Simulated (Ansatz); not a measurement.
# C2H8BNO2: single-point calculation

System: C2H8BNO2.
Method: RKS wB97X-V/cc-pVTZ (Ansatz 0.2.0).

The geometry comes from this level: PBE0-D4/def2-TZVP. Figures and captions count atoms from 1; the log counts them from 0 in places.

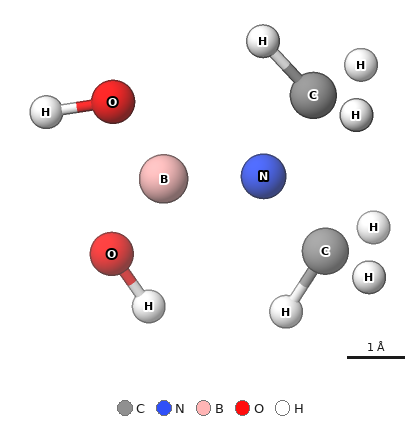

The input geometry (ball-and-stick view, seen at a tilt). Sticks are drawn by distance; a stretched bond gets none, so the picture shows separate pieces. Bond lengths as drawn: C–H 1.36 Å and H–O 1.20 Å.

Summary:

```json
{"quantity": "outcome", "value": "converged"}
{"quantity": "total energy", "value": "−8455.2086 eV"}
{"quantity": "SCF solution under orbital rotations", "value": "stable"}
{"quantity": "largest force (length of the vector)", "value": "6.136 eV/Å"}
{"quantity": "dipole moment", "value": "2.29 D"}
{"quantity": "hardware", "value": "4 threads of Arm Neoverse V2, 23 GiB of memory available, shared host"}
{"quantity": "wall time", "value": "9 s (CPU time 33 s)"}
{"quantity": "peak memory", "value": "1.1 GiB"}
```

The input:
```yaml
crystal:
  periodic: [false, false, false]
  atoms:
    - {symbol: C, position_ang: [-1.004680, -1.236535, 1.052990]}
    - {symbol: N, position_ang: [0.118734, -0.195050, 0.118598]}
    - {symbol: C, position_ang: [1.834516, -0.742057, 0.198867]}
    - {symbol: B, position_ang: [-0.358837, 1.234060, -0.807097]}
    - {symbol: O, position_ang: [0.853619, 2.117606, -1.645338]}
    - {symbol: O, position_ang: [-1.974760, 1.821582, -0.936657]}
    - {symbol: H, position_ang: [-2.293650, -0.795075, 0.976313]}
    - {symbol: H, position_ang: [-0.991046, -2.529620, 0.592454]}
    - {symbol: H, position_ang: [-0.667229, -1.271028, 2.383063]}
    - {symbol: H, position_ang: [2.623860, 0.092625, -0.528378]}
    - {symbol: H, position_ang: [2.289011, -0.753681, 1.493607]}
    - {symbol: H, position_ang: [1.971470, -2.013975, -0.297804]}
    - {symbol: H, position_ang: [0.374965, 3.053000, -2.222290]}
    - {symbol: H, position_ang: [-2.791973, 1.181774, -0.342450]}
basis:
  gaussian: {orbitals: cc-pVTZ, nuclear_model: gaussian}
hamiltonian: {xc: {name: wB97X-V}}
output: {forces: true}
```

Command:
```bash
ansatz run in.yaml --threads 4 --pin off --events-out ev --progress --plain --max-ram 11315MiB
```

Log:
```
Functional definition: wB97X-V
  name "wB97X-V"
  cite "Mardirossian & Head-Gordon, Phys. Chem. Chem. Phys. 16, 9904 (2014) doi:10.1039/C3CP54374A"
  cite "Becke, J. Chem. Phys. 107, 8554 (1997) doi:10.1063/1.475007"
  cite "Vydrov & Van Voorhis, J. Chem. Phys. 133, 244103 (2010) doi:10.1063/1.3521275"
  parameter omega = 0.3/bohr
  parameter cx = 0.167
  parameter cx1 = 0.603
  parameter cx2 = 1.194
  parameter css0 = 0.556
  parameter css1 = -0.257
  parameter cos0 = 1.219
  parameter cos1 = -1.850
  parameter b = 6.0
  parameter c = 0.01
  exchange = spin_sum(e_x_unif_sr(omega)*poly(b97_u_x, 1 - cx, cx1, cx2)) + cx*exact_x_sr(omega) + exact_x_lr(omega)
  correlation = spin_sum(e_c_pw_same_spin*poly(b97_u_same, css0, css1))
      + integral(e_c_pw_opposite_spin*poly(b97_u_opposite, cos0, cos1)) + vv10(b, c)
1529 factors; their error is unknown
366 factors; integrals over basis functions are off by at most 1.6e-5 eV
mean field evaluation 1: about -8447.4699 eV, gradient 6.3e1 eV
mean field evaluation 2: about -8443.2754 eV, gradient 8.3e1 eV
mean field evaluation 4: about -8455.2128 eV, gradient 2.8e0 eV
mean field evaluation 8: about -8455.2354 eV, gradient 1.1e-1 eV
mean field evaluation 16: about -8455.2086 eV, gradient 1.3e-3 eV
mean field -8455.20857804 eV, -310.7231840969 hartree, gradient 7.8e-5 eV, S^2 0.000000; 0 other end points of the search recorded, 0 dependent functions left out
the calculation of the forces begins
reference -8455.20857556 eV, -310.7231840056 hartree; 24, 24 occupied and 268, 268 virtual orbitals, 1529 factors
Total energy: -8455.20857556 eV, -310.7231840056 hartree
Atom 0 at    -1.004680    -1.236535     1.052990 Å, force    -0.333302    -0.351724     0.309837 eV/Å
Atom 1 at     0.118734    -0.195050     0.118598 Å, force    -0.030538     0.645147    -0.455170 eV/Å
Atom 2 at     1.834516    -0.742057     0.198867 Å, force     0.467956    -0.116276    -0.002353 eV/Å
Atom 3 at    -0.358837     1.234060    -0.807097 Å, force    -0.051927    -0.143479     0.109521 eV/Å
Atom 4 at     0.853619     2.117606    -1.645338 Å, force    -6.020154     1.159853     0.240680 eV/Å
Atom 5 at    -1.974760     1.821582    -0.936657 Å, force     1.481620    -4.544138     2.939262 eV/Å
Atom 6 at    -2.293650    -0.795075     0.976313 Å, force     4.551149    -1.291790     0.082838 eV/Å
Atom 7 at    -0.991046    -2.529620     0.592454 Å, force     0.138930     4.536104     1.379065 eV/Å
Atom 8 at    -0.667229    -1.271028     2.383063 Å, force    -0.948179     0.307672    -4.637308 eV/Å
Atom 9 at     2.623860     0.092625    -0.528378 Å, force    -3.044878    -2.739134     2.467259 eV/Å
Atom 10 at     2.289011    -0.753681     1.493607 Å, force    -1.812766     0.140290    -4.372842 eV/Å
Atom 11 at     1.971470    -2.013975    -0.297804 Å, force    -0.745163     4.376330     1.649025 eV/Å
Atom 12 at     0.374965     3.053000    -2.222290 Å, force     1.825622    -4.763587     3.046137 eV/Å
Atom 13 at    -2.791973     1.181774    -0.342450 Å, force     4.521629     2.784733    -2.755952 eV/Å
Dipole moment:    -0.141458    -0.360519     0.278427 e Å
```

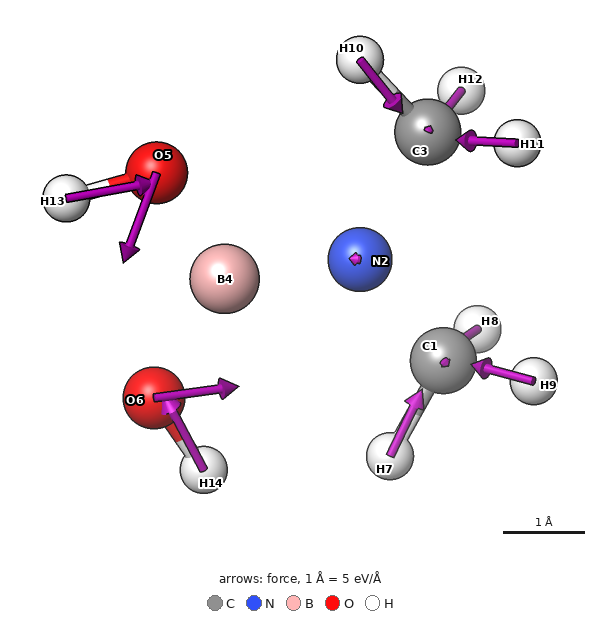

Forces on the atoms as pink arrows (ball-and-stick view, seen at a tilt; atoms are numbered from 1 in the order of the input); the smallest are left out. The largest act on O5 (6.14 eV/Å); H14 (5.98 eV/Å); H13 (5.94 eV/Å); O6 (5.61 eV/Å), among others. The geometry is not a stationary point of this energy.
